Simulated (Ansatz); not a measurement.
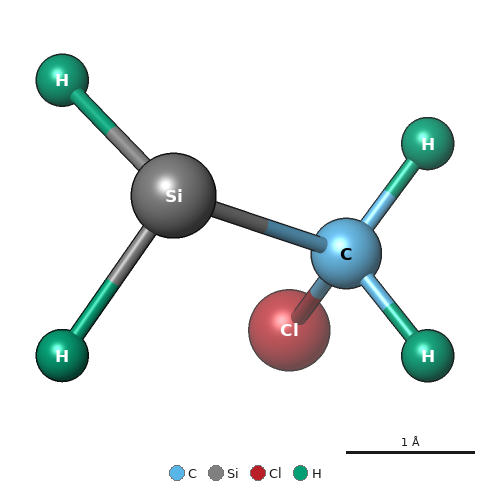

Distant atoms are faded towards the background colour. The species has charge −1 and is a spin singlet. The computed structure is the end point of a PBE0-D4/def2-TZVPD optimisation. No frequency run is at hand to confirm it as a minimum. Masses are those of the most abundant isotopes; constants are for the rigid equilibrium geometry.

Classify the rotor and give the rotational constants (cm⁻¹).

Answer. An asymmetric top (Cs): A = 0.867, B = 0.0937, C = 0.0883 cm⁻¹. Ray's parameter κ is −0.99, close to the prolate limit.
